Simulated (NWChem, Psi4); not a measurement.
## A ladder of methods for InClF2 (SMILES [F][In]([F])[Cl])

InClF2: 4 atoms, total charge 0, spin state singlet. As SMILES, `[F][In]([F])[Cl]`. The shape is that of a PBE0-D4/def2-TZVP optimisation.

Quantity: the electronic atomisation energy, in eV. The values are calculated. Electronic energies at fixed atoms, without zero-point motion or spin-orbit coupling.

```tsv
level	kind	program	value (eV)	CPU time (all runs)
BLYP/def2-SVP (core potential)	GGA	Psi4	11.40	34 s
revPBE/def2-SVP (core potential)	GGA	Psi4	11.28	22 s
M06-L/def2-SVP (core potential)	meta-GGA	Psi4	11.81	34 s
TPSS/def2-SVP (core potential)	meta-GGA	Psi4	11.70	45 s
M06-2X/def2-SVP (core potential)	hybrid meta-GGA	Psi4	11.41	32 s
HSE06/def2-SVP (core potential)	range-separated hybrid	Psi4	11.23	61 s
wB97M-V/def2-SVP (core potential)	range-separated hybrid	Psi4	11.67	90 s
MP2/def2-SVP (core potential)	perturbation theory	NWChem	11.72	33 s
```

The values span 11.23 to 11.81 eV. In the correlated wave-function rows the outer d shell of In is correlated, in sets not made for it. Times are those of the runs behind each value, whatever else they computed, on shared processors of several kinds: orders of magnitude only.

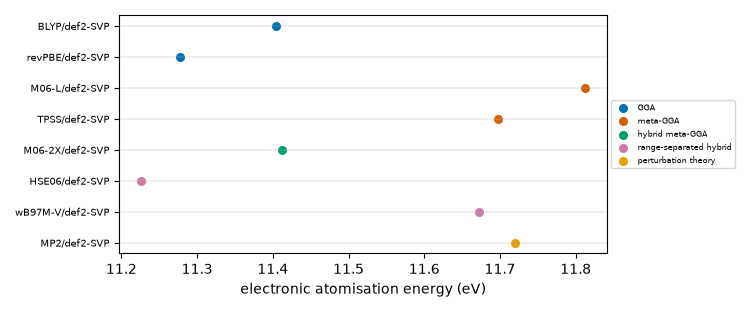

The values of the table, level by level.
